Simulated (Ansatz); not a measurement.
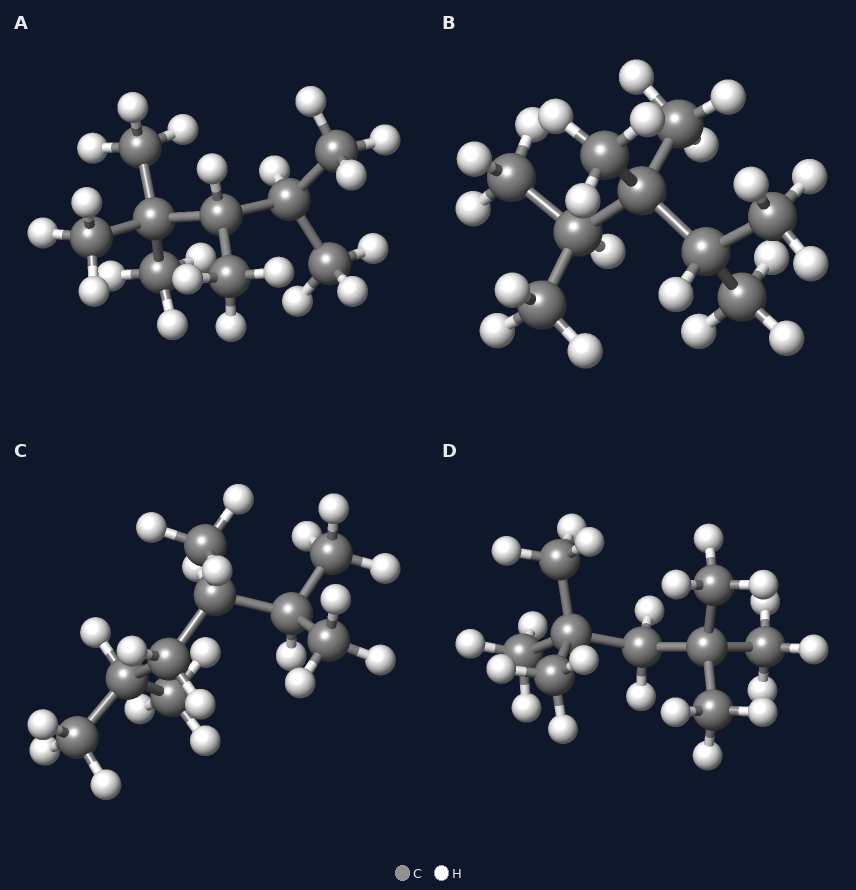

Simulated data, not a measurement (program: Ansatz).

Q: Match each picture to its SMILES.
(1) CC(C)(C)CC(C)(C)C
(2) CC(C)C[C@@H](C)C(C)C
(3) CC(C)[C@H](C)C(C)(C)C
(4) CC(C)C(C)(C)C(C)C

A: A is (3), B is (4), C is (2), D is (1).
